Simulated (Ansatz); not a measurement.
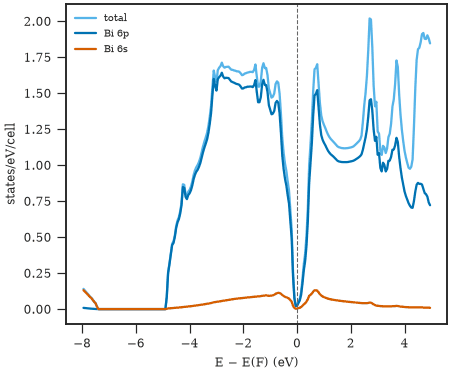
Figure: Total and projected density of states of Bi (A7 (α-As type), space group No. 166), plane-wave PAW PBEsol (Ansatz code)

### Question
Which orbitals carry the states next to the Fermi level?

### Answer
Within 0.5 eV of the Fermi level: Bi 6p 88 %, Bi 6s 9 %. Projections are on Löwdin-orthogonalised atomic valence shells; empty p or d shells of many metals are not among them.

### Question
Where is the tallest occupied peak in this window, and what makes it?

### Answer
Near -2.8 eV, about 1.7 states/eV per cell; the largest projected share is Bi 6p.

Space group R-3m (A7 (α-As type)). The PBEsol relaxation kept the symmetry of its start. Scalar-relativistic: spin–orbit coupling is off unless named, which matters more the heavier the elements.

Potentials: the later of the program's two PAW sets.
